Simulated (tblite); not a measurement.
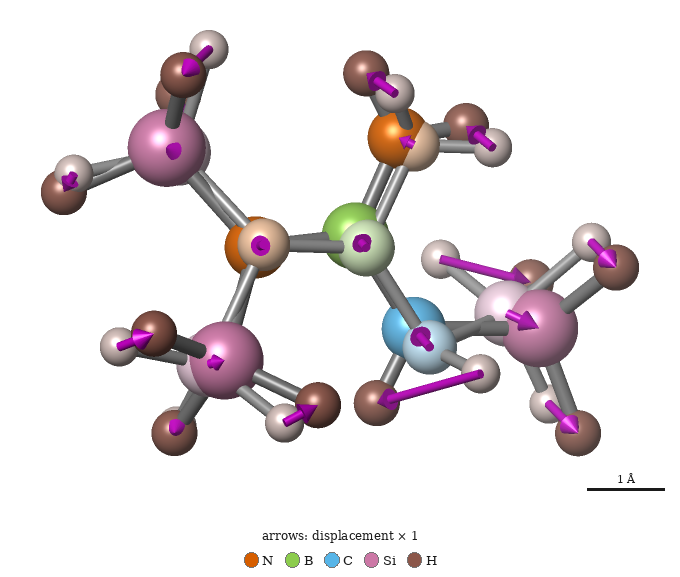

This is a relaxation of CH12BN2Si3 (multiplicity 2). The starting structure is drawn faded, the final one solid; purple arrows show the displacements, at their true length. The two geometries are superimposed by the best rigid fit.

Style: ball-and-stick. Shown at a tilt.

These are results of GFN2-xTB geometry optimisation, gas phase in tblite, not measurements. 

**Atoms of which element are displaced furthest, and by how much?**

Hydrogen: up to 1.88 Å, against 0.58 Å for carbon.

**What happened in the run?**

After 170 geometry steps the energy has fallen by 125.8 kJ/mol. The largest move after the best rigid fit is that of an H atom, 1.88 Å. Largest moves by element: H 1.88 Å, C 0.58 Å, Si 0.48 Å, B 0.36 Å, N 0.35 Å. Some distances before and after: B–N 1.533 → 1.406 Å, H–N 1.064 → 1.004 Å, B–C 1.580 → 1.532 Å, B–N 1.497 → 1.455 Å. Among the angles between lasting bonds that change: B–C–Si 105.9° → 127.2°, B–N–H 104.6° → 123.8°, B–N–H 113.6° → 122.4°.
